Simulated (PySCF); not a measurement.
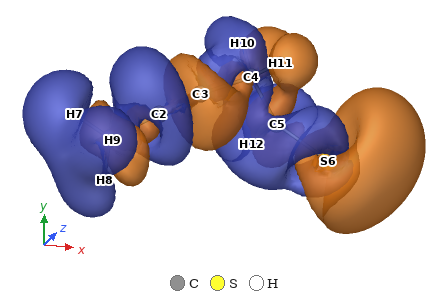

Figure 1: C$_{5}$H$_{6}$S, charge −1, doublet, SMILES `CC#CC[CH][S-]`. Change of the electron density in a uniform field of 0.10 V/Å, surfaces at ±0.0004 e/Å³ (orange: gain, blue: loss).

Method: B3LYP/6-31+G*; geometry: GFN2-xTB; program: PySCF. No frequency check shows the geometry to be a minimum. For an anion such functionals hold the outermost electrons too loosely, so the response is rough. The basis has diffuse s and p functions alone, which still leaves polarisabilities too small, most of all across bonds. The stability of the open-shell solution wasn't checked. GFN2-xTB bond lengths at metals and heavier atoms can be off by up to 0.1 Å and shapes distorted, which carries into these values. GFN2-xTB doesn't know the spin state, so this open-shell geometry is rough.

Cartesian coordinates (Å):

```
C1      -3.2907   -0.6961   -0.0446
C2      -2.0391    0.0360    0.0670
C3      -1.0078    0.6467    0.1773
C4       0.3193    1.2442    0.1745
C5       1.2682    0.3935   -0.6151
S6       2.3399   -0.6779    0.1476
H7      -4.0877   -0.0422   -0.4101
H8      -3.1817   -1.5321   -0.7401
H9      -3.5870   -1.0940    0.9290
H10      0.2444    2.2609   -0.2539
H11      0.6833    1.3274    1.2039
H12      0.9897    0.1809   -1.6448
```

Question: Along which Cartesian direction does the field point?

Answer: Along −x: electrons gather on the +x side, against the field.

Question: What dipole is induced, and what polarisability does it imply?

Answer: The induced dipole is 0.74 D (along the field); α along this axis, from the fields in both directions, is 149 bohr³ (22.1 Å³). The response isn't linear: the two directions induce 0.74 and 0.78 D.

Question: Which atoms gain and lose the most charge?

Answer: Electrons gather most on S6 (Hirshfeld charge changes by −0.018 e) and leave C2 most (+0.007 e); 0.045 electrons are displaced in all.
